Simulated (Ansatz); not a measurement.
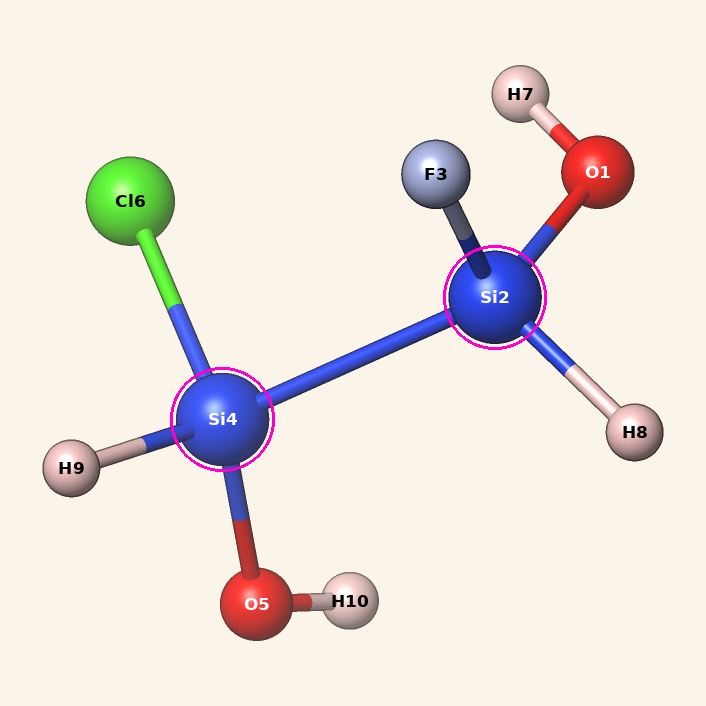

Distant atoms are faded towards the background colour. Circles mark the stereogenic atoms. The computed structure is the end point of a PBE0-D4/def2-TZVP optimisation.

**Assign CIP descriptors.**

Si2: S (priorities Si4 > F3 > O1 > H8); Si4: S (priorities Cl6 > Si2 > O5 > H9).

**Give a SMILES with the stereochemistry.**

O[Si@H](Cl)[Si@@H](O)F
